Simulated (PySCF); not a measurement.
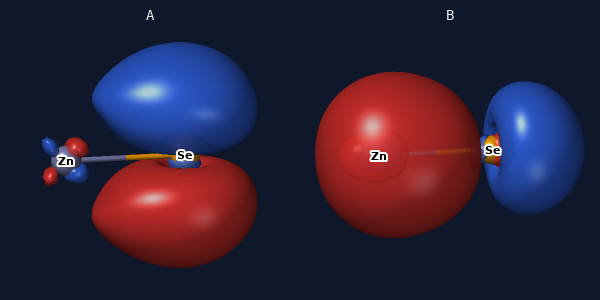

Figure. ZnSe (charge −1, doublet). Two frontier β-spin orbitals, each drawn at the value that holds 80 % of its norm (red and blue are the two phases), in no order; of a degenerate pair one member is drawn.

The calculation used PBE0/def2-TZVPPD, non-relativistic Hamiltonian with scalar-relativistic core potentials where named, at a bond length of 2.274 Å in PySCF 2.14.0.

Name the orbitals and rank them from lowest to highest energy.

Orbital B: σ, occupied in this spin, −2.79 eV; shared between the atoms (Zn 50 %, Se 50 %).
Orbital A: π, occupied in this spin, −0.88 eV; mainly on Se (85 %).
